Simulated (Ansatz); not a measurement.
**Geometry relaxation, with input and output: Si2NH3**

System: Si2NH3.
Method: UKS B3LYP-D4/def2-SVP (Ansatz 0.2.0).

It belongs to a series of runs on one base structure; here: end point B relaxed. Figures and captions count atoms from 1; the log counts them from 0 in places.

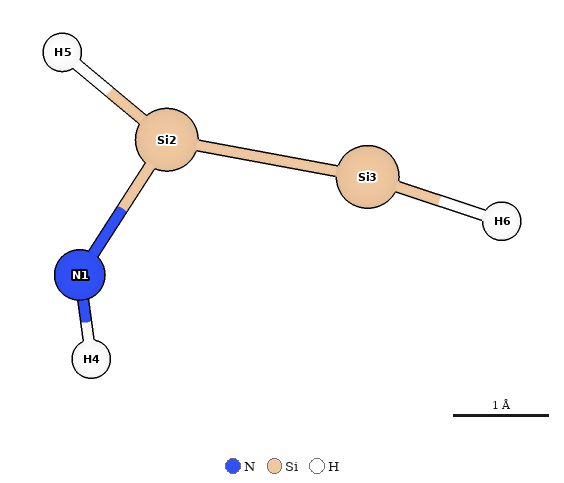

Figure 1. The structure as given in the input (ball-and-stick view, seen on its broad side; atoms are numbered from 1 in the order of the input). Bond lengths as drawn: H–N 1.01 Å, H–Si 1.44 to 1.51 Å, N–Si 1.76 Å and Si–Si 2.18 Å.

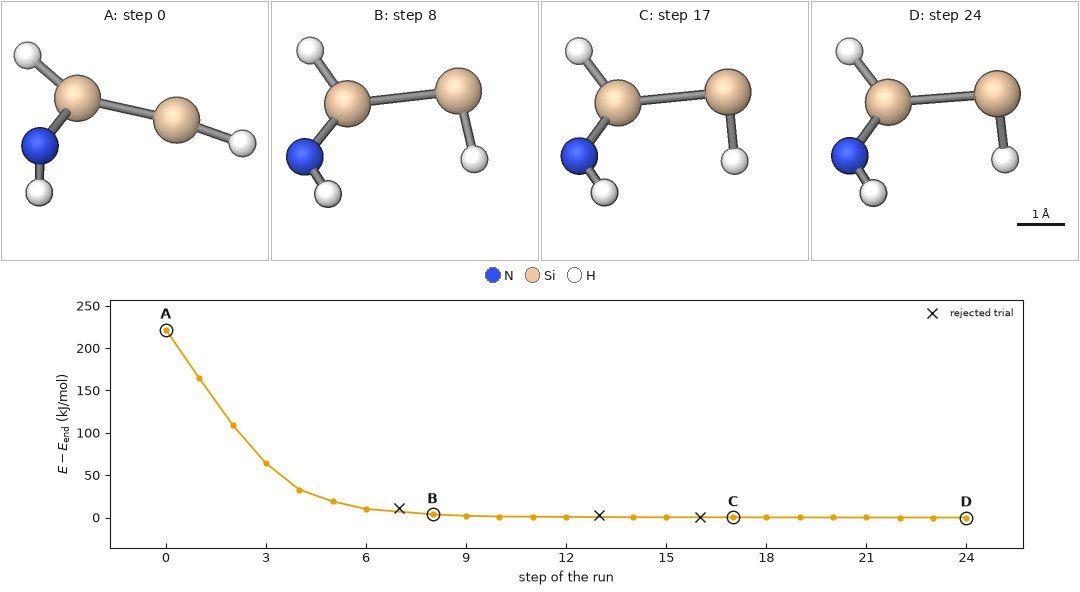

Figure 2. Frames of the relaxation (ball-and-stick view, seen at a tilt) above the curves, on which the letters mark them (the first geometry is step 0 here and step 1 in the log).

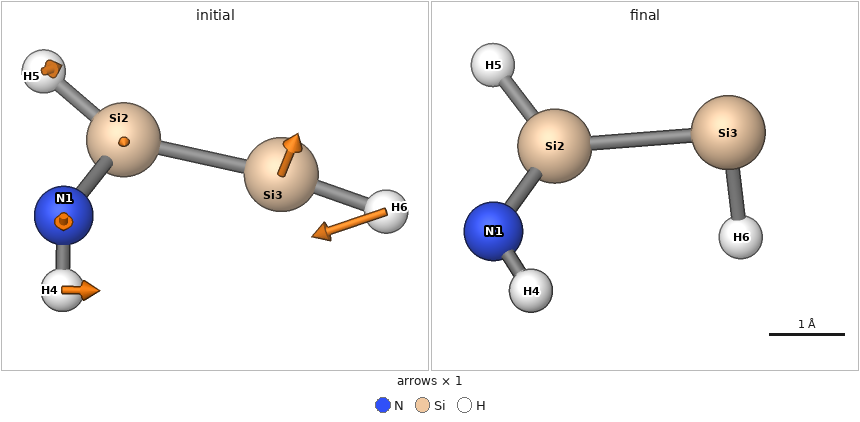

Figure 3. Before (left) and after (right) the relaxation, at one scale (ball-and-stick view, seen at a tilt). The orange arrows give the displacements, at true length. The largest move after the best rigid fit is that of H6, 1.10 Å. By element the largest moves are H 1.10 Å, Si 0.75 Å, N 0.35 Å. Among the contacts that change: Si2–Si3 2.181 → 2.375 Å, N1–Si2 1.756 → 1.629 Å, Si2–H5 1.440 → 1.493 Å, Si3–H6 1.506 → 1.532 Å. Among the angles that change: Si2–Si3–H6 172.3° → 89.0°, Si3–Si2–H5 150.5° → 123.6°, N1–Si2–H5 98.2° → 115.0°. Over 24 geometry steps the energy falls by 221.9 kJ/mol. Largest force component: 2.9 eV/Å at the start, 0.015 eV/Å at the end. The line search rejected the trial steps at points 7, 13, 16 (counted from 0) and went back. (Atoms are counted from 1 in the order of the input.)

The input and output of the run follow.

**The input**
```yaml
crystal:
  periodic: [false, false, false]
  atoms:
    - { symbol: "N", position_ang: [-1.04988, 0.27567, -0.90539] }
    - { symbol: Si, position_ang: [0.53737, -0.45881, -1.06422] }
    - { symbol: Si, position_ang: [1.48725, -0.4802, 0.89858] }
    - { symbol: H, position_ang: [-1.77345, -0.14072, -0.33906] }
    - { symbol: H, position_ang: [0.62856, -0.44487, -2.50126] }
    - { symbol: H, position_ang: [1.95632, -0.47418, 2.3299] }
magnetization:
  spin_polarized: true
basis:
  gaussian: { orbitals: def2-SVP }
hamiltonian:
  xc: b3lyp
  dispersion: d4
relax:
  f_tol: 0.02
  max_steps: 50
```

Launched with:
```bash
ansatz run input.yaml --threads 2 --pin off --max-ram 3072MiB --backend cpu --events-out ev --progress --plain --runs-dir out
```

**The program's output**
```
The last accepted step is kept in [file] (removed where the run ends without a failure and the disk answers)
Engine: ansatz 0.2.0, aarch64-unknown-linux-gnu
Functional definition: B3LYP
  parameter a0 = 0.2
  parameter ax = 0.72
  parameter ac = 0.81
  exchange = (1 - a0 - ax)*slater_x + ax*b88_x + a0*exact_x
  correlation = (1 - ac)*vwn_rpa_c + ac*lyp_c
667 factors; integrals over basis functions are off by at most 6.3e-4 eV
mean field evaluation 1: about -17269.4366 eV, gradient 5.1e1 eV
mean field evaluation 2: about -17078.3074 eV, gradient 1.2e2 eV
mean field evaluation 4: about -17260.9098 eV, gradient 5.1e1 eV
mean field evaluation 8: about -17283.2965 eV, gradient 1.5e0 eV
mean field evaluation 16: about -17283.3165 eV, gradient 1.8e-3 eV
mean field evaluation 32: about -17283.6138 eV, gradient 8.4e-3 eV
mean field evaluation 64: about -17283.6138 eV, gradient 2.8e-4 eV
mean field -17283.61377208 eV, -635.1610908698 hartree, gradient 1.6e-5 eV, S^2 0.873670; 10 other end points of the search recorded, 0 dependent functions left out
the calculation of the forces begins
reference -17283.61399467 eV, -635.1610990496 hartree; 19, 19 occupied and 46, 46 virtual orbitals, 667 factors
relax step   1: F+E_penalty+E_count = -17283.84208393 eV  Δ(F+E_penalty+E_count) = +0.000e0 eV  max|allowed force component| = 2.854e0 eV/Å  Δτ_max = 0.0000 Å  (205 SCF iters, accepted)
these checks for a lower state are left out or cut short: starts, cluster_reference, orbital_swaps, neighbouring_geometries, increment
667 factors; integrals over basis functions are off by at most 8.2e-4 eV
mean field evaluation 96: about -17284.2077 eV, gradient 1.2e-1 eV
mean field -17284.20803317 eV, -635.1829295619 hartree, gradient 1.1e-5 eV, S^2 0.924365; 0 other end points of the search recorded, 0 dependent functions left out
[... from here on the field's lines of each further geometry are left out, up to the last ...]
relax step   2: F+E_penalty+E_count = -17284.43587195 eV  Δ(F+E_penalty+E_count) = -5.938e-1 eV  max|allowed force component| = 2.674e0 eV/Å  Δτ_max = 0.1949 Å  (51 SCF iters, accepted)
relax step   3: F+E_penalty+E_count = -17285.00755066 eV  Δ(F+E_penalty+E_count) = -5.717e-1 eV  max|allowed force component| = 2.282e0 eV/Å  Δτ_max = 0.1950 Å  (69 SCF iters, accepted)
relax step   4: F+E_penalty+E_count = -17285.47750371 eV  Δ(F+E_penalty+E_count) = -4.700e-1 eV  max|allowed force component| = 1.712e0 eV/Å  Δτ_max = 0.1929 Å  (71 SCF iters, accepted)
relax step   5: F+E_penalty+E_count = -17285.80055529 eV  Δ(F+E_penalty+E_count) = -3.231e-1 eV  max|allowed force component| = 9.902e-1 eV/Å  Δτ_max = 0.1947 Å  (49 SCF iters, accepted)
relax step   6: F+E_penalty+E_count = -17285.94486498 eV  Δ(F+E_penalty+E_count) = -1.443e-1 eV  max|allowed force component| = 7.910e-1 eV/Å  Δτ_max = 0.1999 Å  (48 SCF iters, accepted)
relax step   7: F+E_penalty+E_count = -17286.03736283 eV  Δ(F+E_penalty+E_count) = -9.250e-2 eV  max|allowed force component| = 5.911e-1 eV/Å  Δτ_max = 0.1943 Å  (114 SCF iters, accepted)
relax step   8: F+E_penalty+E_count = -17286.02719436 eV  Δ(F+E_penalty+E_count) = +1.017e-2 eV  max|allowed force component| = 1.812e0 eV/Å  Δτ_max = 0.1945 Å  (84 SCF iters, rejected (line search))
relax step   9: F+E_penalty+E_count = -17286.10306314 eV  Δ(F+E_penalty+E_count) = -6.570e-2 eV  max|allowed force component| = 3.588e-1 eV/Å  Δτ_max = 0.0972 Å  (64 SCF iters, accepted)
relax step  10: F+E_penalty+E_count = -17286.12100077 eV  Δ(F+E_penalty+E_count) = -1.794e-2 eV  max|allowed force component| = 1.984e-1 eV/Å  Δτ_max = 0.1000 Å  (120 SCF iters, accepted)
relax step  11: F+E_penalty+E_count = -17286.12989816 eV  Δ(F+E_penalty+E_count) = -8.897e-3 eV  max|allowed force component| = 1.071e-1 eV/Å  Δτ_max = 0.1172 Å  (150 SCF iters, accepted)
relax step  12: F+E_penalty+E_count = -17286.13154932 eV  Δ(F+E_penalty+E_count) = -1.651e-3 eV  max|allowed force component| = 6.495e-2 eV/Å  Δτ_max = 0.0133 Å  (62 SCF iters, accepted)
relax step  13: F+E_penalty+E_count = -17286.13518431 eV  Δ(F+E_penalty+E_count) = -3.635e-3 eV  max|allowed force component| = 6.523e-2 eV/Å  Δτ_max = 0.0843 Å  (53 SCF iters, accepted)
relax step  14: F+E_penalty+E_count = -17286.11532088 eV  Δ(F+E_penalty+E_count) = +1.986e-2 eV  max|allowed force component| = 5.926e-1 eV/Å  Δτ_max = 0.1951 Å  (52 SCF iters, rejected (line search))
relax step  15: F+E_penalty+E_count = -17286.13852879 eV  Δ(F+E_penalty+E_count) = -3.344e-3 eV  max|allowed force component| = 3.279e-2 eV/Å  Δτ_max = 0.0975 Å  (48 SCF iters, accepted)
relax step  16: F+E_penalty+E_count = -17286.13880236 eV  Δ(F+E_penalty+E_count) = -2.736e-4 eV  max|allowed force component| = 4.982e-2 eV/Å  Δτ_max = 0.0396 Å  (48 SCF iters, accepted)
relax step  17: F+E_penalty+E_count = -17286.13596796 eV  Δ(F+E_penalty+E_count) = +2.834e-3 eV  max|allowed force component| = 2.233e-1 eV/Å  Δτ_max = 0.0992 Å  (53 SCF iters, rejected (line search))
relax step  18: F+E_penalty+E_count = -17286.13943235 eV  Δ(F+E_penalty+E_count) = -6.300e-4 eV  max|allowed force component| = 6.945e-2 eV/Å  Δτ_max = 0.0496 Å  (50 SCF iters, accepted)
relax step  19: F+E_penalty+E_count = -17286.14061434 eV  Δ(F+E_penalty+E_count) = -1.182e-3 eV  max|allowed force component| = 1.036e-1 eV/Å  Δτ_max = 0.0750 Å  (51 SCF iters, accepted)
relax step  20: F+E_penalty+E_count = -17286.14081074 eV  Δ(F+E_penalty+E_count) = -1.964e-4 eV  max|allowed force component| = 3.960e-2 eV/Å  Δτ_max = 0.0297 Å  (53 SCF iters, accepted)
relax step  21: F+E_penalty+E_count = -17286.14150734 eV  Δ(F+E_penalty+E_count) = -6.966e-4 eV  max|allowed force component| = 4.723e-2 eV/Å  Δτ_max = 0.0267 Å  (51 SCF iters, accepted)
relax step  22: F+E_penalty+E_count = -17286.14166505 eV  Δ(F+E_penalty+E_count) = -1.577e-4 eV  max|allowed force component| = 3.407e-2 eV/Å  Δτ_max = 0.0076 Å  (47 SCF iters, accepted)
relax step  23: F+E_penalty+E_count = -17286.14187038 eV  Δ(F+E_penalty+E_count) = -2.053e-4 eV  max|allowed force component| = 3.341e-2 eV/Å  Δτ_max = 0.0215 Å  (48 SCF iters, accepted)
relax step  24: F+E_penalty+E_count = -17286.14194646 eV  Δ(F+E_penalty+E_count) = -7.608e-5 eV  max|allowed force component| = 2.932e-2 eV/Å  Δτ_max = 0.0165 Å  (47 SCF iters, accepted)
the calculation of the forces begins
reference -17285.90975462 eV, -635.2454666719 hartree; 19, 19 occupied and 46, 46 virtual orbitals, 667 factors
relax step  25: F+E_penalty+E_count = -17286.14195894 eV  Δ(F+E_penalty+E_count) = -1.248e-5 eV  max|allowed force component| = 1.477e-2 eV/Å  Δτ_max = 0.0084 Å  (46 SCF iters, accepted)
667 factors; integrals over basis functions are off by at most 8.2e-4 eV
mean field evaluation 416: about -17285.9095 eV, gradient 9.5e-7 eV
mean field -17285.90952037 eV, -635.2454580634 hartree, gradient 4.7e-6 eV, S^2 0.000000; 3 other end points of the search recorded, 0 dependent functions left out
the calculation of the forces begins
reference -17285.90975462 eV, -635.2454666719 hartree; 19, 19 occupied and 46, 46 virtual orbitals, 667 factors
Total energy: -17286.14219319 eV, -635.2540086317 hartree
Atom 0 at    -1.119448     0.030967    -0.813145 Å, force    -0.007539     0.000790     0.014768 eV/Å
Atom 1 at     0.439742    -0.407669    -0.984097 Å, force     0.004478     0.001949    -0.005334 eV/Å
Atom 2 at     1.956220     0.033510     0.789905 Å, force    -0.004008    -0.002894     0.001405 eV/Å
Atom 3 at    -1.490408     0.194023     0.125959 Å, force     0.007053    -0.001607    -0.014652 eV/Å
Atom 4 at     0.867440    -0.679702    -2.388158 Å, force    -0.002517     0.000309     0.001124 eV/Å
Atom 5 at     1.132624    -0.894240     1.688087 Å, force     0.002532     0.001454     0.002689 eV/Å
Dipole moment:     0.362721    -0.162718     0.248618 e Å
```

**Trajectory as extended XYZ (Å, eV, eV/Å), 16 of the 25 frames kept, from step=1 to step=25**
```
6
Properties=species:S:1:pos:R:3:forces:R:3 step=1 energy=-17283.84208
N    -1.0499    0.2757   -0.9054    1.7871  -0.6834  -0.7483
Si    0.5374   -0.4588   -1.0642   -2.8543   1.1155   1.8699
Si    1.4872   -0.4802    0.8986    0.1673  -0.0684  -0.7029
H    -1.7734   -0.1407   -0.3391   -0.2941  -0.1336   0.8656
H     0.6286   -0.4449   -2.5013    1.3761  -0.1773  -0.8328
H     1.9563   -0.4742    2.3299   -0.1822  -0.0528  -0.4516
6
Properties=species:S:1:pos:R:3:forces:R:3 step=3 energy=-17285.00755
N    -1.2451    0.1100   -1.0678   -1.7377  -0.3694   2.2821
Si    0.3039   -0.3939   -0.9909   -0.1439  -0.0179  -1.5344
Si    1.6357   -0.4733    0.7352    1.6481   0.0318   0.4077
H    -1.7548    0.0086   -0.0992    1.0372   0.4628  -2.1815
H     0.9885   -0.4544   -2.3796   -0.1712  -0.0073   1.1312
H     1.8580   -0.5201    2.2209   -0.6325  -0.1002  -0.1052
6
Properties=species:S:1:pos:R:3:forces:R:3 step=4 energy=-17285.47750
N    -1.3033    0.0502   -1.0629   -0.9001  -0.0586   1.7123
Si    0.2682   -0.3811   -0.9750   -0.2105  -0.0504  -0.9306
Si    1.8103   -0.4528    0.6559    1.4895   0.0552   0.7313
H    -1.7594    0.0625   -0.0911    0.5830   0.1027  -1.6194
H     1.0279   -0.4574   -2.2955   -0.3305   0.0069   0.5795
H     1.7425   -0.5446    2.1872   -0.6315  -0.0557  -0.4731
6
Properties=species:S:1:pos:R:3:forces:R:3 step=6 energy=-17285.94487
N    -1.3085   -0.0204   -0.9886    0.4666  -0.1200   0.3960
Si    0.3234   -0.2340   -0.9332   -0.5355  -0.2780  -0.3197
Si    2.0937   -0.4286    0.6173    0.3234  -0.0228   0.7910
H    -1.7517    0.0687   -0.0609    0.0576   0.1179  -0.2682
H     0.9847   -0.5383   -2.2478   -0.2415   0.2151   0.0112
H     1.4447   -0.5706    2.0317   -0.0707   0.0877  -0.6102
6
Properties=species:S:1:pos:R:3:forces:R:3 step=7 energy=-17286.03736
N    -1.2760   -0.1070   -0.9286    0.4274   0.3353   0.5911
Si    0.3578   -0.3257   -0.9366   -0.2483   0.0429  -0.3265
Si    2.1735   -0.4050    0.6676   -0.3262  -0.0079   0.5061
H    -1.6797    0.1463   -0.0048    0.1642  -0.3584  -0.4728
H     0.9394   -0.4773   -2.3247   -0.2295  -0.0775   0.2425
H     1.2712   -0.5543    1.9456    0.2124   0.0657  -0.5405
6
Properties=species:S:1:pos:R:3:forces:R:3 step=9 energy=-17286.10306
N    -1.2200   -0.0596   -0.8901    0.2962   0.0692   0.2661
Si    0.3978   -0.3320   -0.9667   -0.3588   0.0097  -0.0047
Si    2.1423   -0.3713    0.7028    0.0259   0.0187   0.0809
H    -1.6217    0.0986    0.0459    0.1232  -0.1083  -0.2389
H     0.8989   -0.5041   -2.3674   -0.0336  -0.0086   0.0853
H     1.1888   -0.5547    1.8941   -0.0528   0.0192  -0.1886
6
Properties=species:S:1:pos:R:3:forces:R:3 step=11 energy=-17286.12990
N    -1.1483   -0.0339   -0.8219    0.0583   0.0032  -0.0954
Si    0.4430   -0.3640   -0.9805   -0.0921   0.0022   0.0463
Si    2.1303   -0.2783    0.7393   -0.1071  -0.0053   0.0280
H    -1.5192    0.0847    0.1218    0.0033   0.0017   0.1047
H     0.8565   -0.5394   -2.4018    0.0619  -0.0115  -0.0181
H     1.0240   -0.5924    1.7616    0.0757   0.0097  -0.0655
6
Properties=species:S:1:pos:R:3:forces:R:3 step=12 energy=-17286.13155
N    -1.1467   -0.0209   -0.8191    0.0241  -0.0245  -0.0649
Si    0.4391   -0.3745   -0.9803   -0.0525   0.0145   0.0228
Si    2.1204   -0.2711    0.7350   -0.0252   0.0135  -0.0061
H    -1.5159    0.0790    0.1287    0.0220   0.0198   0.0588
H     0.8662   -0.5412   -2.3992    0.0233  -0.0065  -0.0211
H     1.0230   -0.5943    1.7534    0.0084  -0.0168   0.0105
6
Properties=species:S:1:pos:R:3:forces:R:3 step=14 energy=-17286.11532 accepted=F
N    -1.1384    0.0235   -0.8188    0.0273  -0.0196   0.2106
Si    0.4276   -0.4064   -0.9933    0.1472   0.1020   0.0787
Si    2.0210   -0.0117    0.7637   -0.5926  -0.4341   0.3024
H    -1.4597    0.1634    0.1486    0.0189  -0.0158  -0.2116
H     0.8746   -0.6505   -2.3981   -0.0591  -0.0106   0.0019
H     1.0612   -0.8414    1.7165    0.4584   0.3780  -0.3820
6
Properties=species:S:1:pos:R:3:forces:R:3 step=15 energy=-17286.13853
N    -1.1346    0.0110   -0.8162   -0.0020   0.0017   0.0178
Si    0.4341   -0.4046   -0.9885    0.0328   0.0098  -0.0166
Si    2.0429   -0.1087    0.7520   -0.0302  -0.0043   0.0217
H    -1.4743    0.1288    0.1423   -0.0168   0.0055  -0.0084
H     0.8690   -0.6050   -2.4027   -0.0099  -0.0123   0.0058
H     1.0489   -0.7445    1.7316    0.0261  -0.0005  -0.0203
6
Properties=species:S:1:pos:R:3:forces:R:3 step=17 energy=-17286.13597 accepted=F
N    -1.1362    0.0287   -0.8231    0.0872  -0.0466   0.0944
Si    0.4311   -0.4034   -0.9789    0.0007   0.0416  -0.1069
Si    1.9942    0.0037    0.7701   -0.2233  -0.1980   0.1874
H    -1.4742    0.1707    0.1338   -0.0390   0.0229  -0.0461
H     0.8737   -0.6626   -2.3828   -0.0235   0.0003   0.0192
H     1.0976   -0.8602    1.6995    0.1979   0.1799  -0.1481
6
Properties=species:S:1:pos:R:3:forces:R:3 step=19 energy=-17286.14061
N    -1.1137    0.0298   -0.8032    0.0883  -0.0096  -0.0272
Si    0.4461   -0.4122   -0.9978   -0.1036  -0.0231   0.0085
Si    1.9575    0.0079    0.7765    0.0194  -0.0048   0.0739
H    -1.4517    0.1677    0.1525   -0.0228   0.0022  -0.0002
H     0.8661   -0.6634   -2.4076   -0.0108   0.0109  -0.0028
H     1.0818   -0.8529    1.6981    0.0294   0.0244  -0.0522
6
Properties=species:S:1:pos:R:3:forces:R:3 step=20 energy=-17286.14081
N    -1.0965    0.0466   -0.7960    0.0044  -0.0379  -0.0032
Si    0.4498   -0.4306   -0.9981   -0.0294   0.0119   0.0077
Si    1.9371    0.0290    0.7806    0.0128  -0.0043   0.0396
H    -1.4558    0.1674    0.1542    0.0123   0.0225  -0.0155
H     0.8632   -0.6690   -2.4116   -0.0101   0.0036  -0.0150
H     1.0885   -0.8665    1.6895    0.0099   0.0042  -0.0135
6
Properties=species:S:1:pos:R:3:forces:R:3 step=22 energy=-17286.14166
N    -1.1137    0.0306   -0.8077    0.0268  -0.0047   0.0228
Si    0.4441   -0.4168   -0.9907   -0.0341   0.0157  -0.0028
Si    1.9613    0.0151    0.7828   -0.0015  -0.0038   0.0074
H    -1.4680    0.1761    0.1413   -0.0027  -0.0028  -0.0221
H     0.8635   -0.6646   -2.4013    0.0037  -0.0062  -0.0016
H     1.0989   -0.8636    1.6943    0.0077   0.0016  -0.0038
6
Properties=species:S:1:pos:R:3:forces:R:3 step=23 energy=-17286.14187
N    -1.1163    0.0307   -0.8111    0.0029  -0.0014   0.0334
Si    0.4425   -0.4119   -0.9871   -0.0139   0.0097  -0.0040
Si    1.9609    0.0230    0.7873   -0.0023   0.0011  -0.0099
H    -1.4800    0.1841    0.1330    0.0070  -0.0018  -0.0278
H     0.8638   -0.6716   -2.3952    0.0073  -0.0027   0.0014
H     1.1152   -0.8774    1.6917   -0.0009  -0.0049   0.0068
6
Properties=species:S:1:pos:R:3:forces:R:3 step=25 energy=-17286.14196
N    -1.1194    0.0310   -0.8131   -0.0075   0.0008   0.0148
Si    0.4397   -0.4077   -0.9841    0.0045   0.0019  -0.0053
Si    1.9562    0.0335    0.7899   -0.0040  -0.0029   0.0014
H    -1.4904    0.1940    0.1260    0.0071  -0.0016  -0.0147
H     0.8674   -0.6797   -2.3882   -0.0025   0.0003   0.0011
H     1.1326   -0.8942    1.6881    0.0025   0.0015   0.0027
```

**Results in brief**

| quantity | value |
| --- | --- |
| outcome | converged |
| total energy | −17286.1422 eV |
| mean-field energy | −17285.9098 eV |
| largest force (length of the vector) at the end | 0.017 eV/Å |
| hardware | 2 threads of Arm Neoverse V1, 24 GiB of memory available, shared host |
| wall time | 62 s (CPU time 2 min) |
| peak memory | 0.17 GiB |
